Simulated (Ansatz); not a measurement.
# Frequency calculation of CH8N2OSi

CH8N2OSi, computed with UKS PBE-D4/6-31G* (Ansatz 0.2.0).

It belongs to a series of runs on one base structure; here: vibrations at the highest image of the band. Figures and captions count atoms from 1; the log counts them from 0 in places.

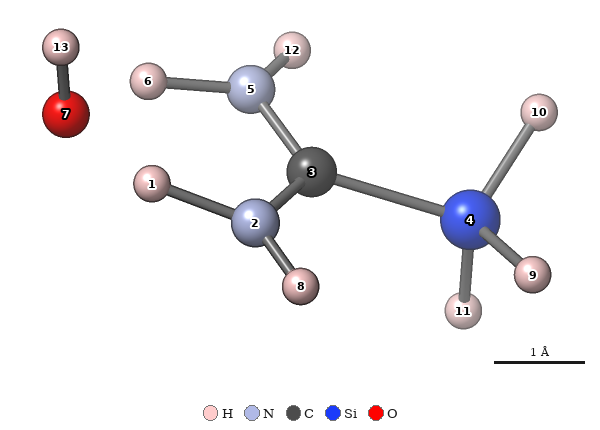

**Figure 1.** The structure (ball-and-stick view, seen at a tilt; atoms are numbered from 1 in the order of the input).

**Input file**
```yaml
crystal:
  periodic: [false, false, false]
  atoms:
    - { symbol: H, position_ang: [0.473008, 1.378738, 1.240127] }
    - { symbol: "N", position_ang: [0.047236, 0.223691, 1.22356] }
    - { symbol: C, position_ang: [-0.088236, -0.170705, -0.046209] }
    - { symbol: Si, position_ang: [-0.862139, -1.861529, -0.484378] }
    - { symbol: "N", position_ang: [0.298965, 0.687067, -0.994951] }
    - { symbol: H, position_ang: [0.664197, 1.734307, -0.462108] }
    - { symbol: O, position_ang: [0.878418, 2.458925, 0.612962] }
    - { symbol: H, position_ang: [-0.250613, -0.418269, 1.956619] }
    - { symbol: H, position_ang: [-0.719716, -2.790345, 0.683331] }
    - { symbol: H, position_ang: [-0.172121, -2.433856, -1.68542] }
    - { symbol: H, position_ang: [-2.315595, -1.680596, -0.797992] }
    - { symbol: H, position_ang: [0.194136, 0.404693, -1.968529] }
    - { symbol: H, position_ang: [1.852359, 2.467877, 0.723092] }
magnetization:
  spin_polarized: true
basis:
  gaussian: { orbitals: "6-31G*" }
hamiltonian:
  xc: pbe
  dispersion: d4
phonons: {}
```

Launch command:
```bash
ansatz run input.yaml --threads 4 --pin off --max-ram 5120MiB --backend cpu --events-out ev --progress --plain --runs-dir out
```

**What the program printed**
```
Engine: ansatz 0.2.0, aarch64-unknown-linux-gnu
Functional definition: PBE
  parameter kappa = 0.804
  parameter beta = 0.06672455060314922
  exchange = pbe_x(kappa = kappa, mu = beta*pi^2/3)
  correlation = pbe_c(beta = beta)
1228 factors; their error is unknown
mean field evaluation 1: about -14047.9726 eV, gradient 5.3e1 eV
mean field evaluation 2: about -13932.7673 eV, gradient 1.4e2 eV
mean field evaluation 4: about -14058.4289 eV, gradient 1.2e1 eV
mean field evaluation 8: about -14059.0865 eV, gradient 4.5e-1 eV
mean field evaluation 16: about -14059.0115 eV, gradient 2.0e-4 eV
mean field -14059.01148720 eV, -516.6591426144 hartree, gradient 2.1e-5 eV, S^2 0.000000; 0 other end points of the search recorded, 0 dependent functions left out
the calculation of the forces begins
reference -14059.01152038 eV, -516.6591438336 hartree; 25, 25 occupied and 70, 70 virtual orbitals, 1228 factors
these checks for a lower state are left out or cut short: stability, starts, cluster_reference, orbital_swaps, neighbouring_geometries, increment
1228 factors; their error is unknown
mean field -14059.01148197 eV, -516.6591424220 hartree, gradient 9.2e-7 eV, S^2 0.000000; 0 other end points of the search recorded, 0 dependent functions left out
[... from here on the field's lines of each further geometry are left out, up to the last ...]
the calculation of the forces begins
reference -14059.01151217 eV, -516.6591435318 hartree; 25, 25 occupied and 70, 70 virtual orbitals, 1228 factors
these checks for a lower state are left out or cut short: stability, starts, cluster_reference, orbital_swaps, neighbouring_geometries, increment
1228 factors; their error is unknown
mean field -14059.01147720 eV, -516.6591422469 hartree, gradient 1.2e-6 eV, S^2 0.000000; 0 other end points of the search recorded, 0 dependent functions left out
the calculation of the forces begins
reference -14059.01151038 eV, -516.6591434661 hartree; 25, 25 occupied and 70, 70 virtual orbitals, 1228 factors
WARN: phonons: modes at or below zero, which the zero-point energy, F, S and C_V leave out: 1, the lowest at -1376.68 cm⁻¹. A minimum has none, and a first-order saddle one
Total energy: -14059.25961729 eV, -516.6682612270 hartree
Atom 0 at     0.473008     1.378738     1.240127 Å, force     0.002347    -0.000256     0.003191 eV/Å
Atom 1 at     0.047236     0.223691     1.223560 Å, force    -0.019075    -0.031341    -0.016073 eV/Å
Atom 2 at    -0.088236    -0.170705    -0.046209 Å, force     0.012787     0.031951     0.007652 eV/Å
Atom 3 at    -0.862139    -1.861529    -0.484378 Å, force     0.001704    -0.001607    -0.000189 eV/Å
Atom 4 at     0.298965     0.687067    -0.994951 Å, force    -0.019644    -0.035428    -0.002578 eV/Å
Atom 5 at     0.664197     1.734307    -0.462108 Å, force     0.003138    -0.002248    -0.002673 eV/Å
Atom 6 at     0.878418     2.458925     0.612962 Å, force     0.010643     0.002991     0.000063 eV/Å
Atom 7 at    -0.250613    -0.418269     1.956619 Å, force     0.009056     0.022390     0.019507 eV/Å
Atom 8 at    -0.719716    -2.790345     0.683331 Å, force     0.002216    -0.006230     0.006119 eV/Å
Atom 9 at    -0.172121    -2.433856    -1.685420 Å, force     0.003580    -0.002717    -0.008143 eV/Å
Atom 10 at    -2.315595    -1.680596    -0.797992 Å, force    -0.009033    -0.001050    -0.000712 eV/Å
Atom 11 at     0.194136     0.404693    -1.968529 Å, force     0.013213     0.027924    -0.005534 eV/Å
Atom 12 at     1.852359     2.467877     0.723092 Å, force    -0.010933    -0.004377    -0.000629 eV/Å
Dipole moment:     0.056650    -0.609325    -0.122235 e Å
Vibrations: -1376.68 26.81 79.76 191.94 346.13 378.96 391.36 507.29 561.01 578.99 592.07 607.03 643.70 717.10 804.19 878.78 899.73 908.01 1126.96 1157.19 1270.64 1395.04 1414.44 1493.11 1563.90 1669.95 1916.29 2188.91 2206.08 2208.09 3522.00 3526.95 3643.50 cm⁻¹, zero-point energy 2.443476 eV
```

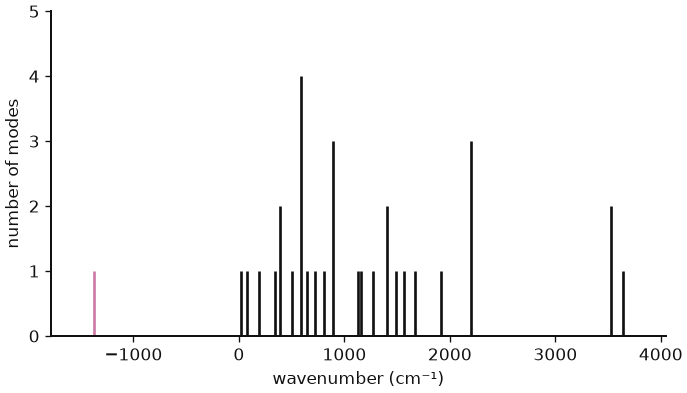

**Figure 2.** Harmonic vibrational wavenumbers from the force constants; neighbouring modes closer than 23 cm⁻¹ are counted in one stick, and imaginary ones are drawn at negative wavenumbers. 33 modes from 1377i to 3643 cm⁻¹, 1 imaginary beyond 8i (1377i cm⁻¹): a first-order saddle point, if the geometry is stationary.

**Summary**

```json
{"quantity": "outcome", "value": "converged"}
{"quantity": "total energy", "value": "−14059.2596 eV"}
{"quantity": "mean-field energy", "value": "−14059.0115 eV"}
{"quantity": "largest force (length of the vector)", "value": "0.041 eV/Å"}
{"quantity": "hardware", "value": "4 threads of Arm Neoverse N1, 16 GiB of memory available, shared host"}
{"quantity": "wall time", "value": "2 min (CPU time 7.4 min)"}
{"quantity": "peak memory", "value": "0.17 GiB"}
```
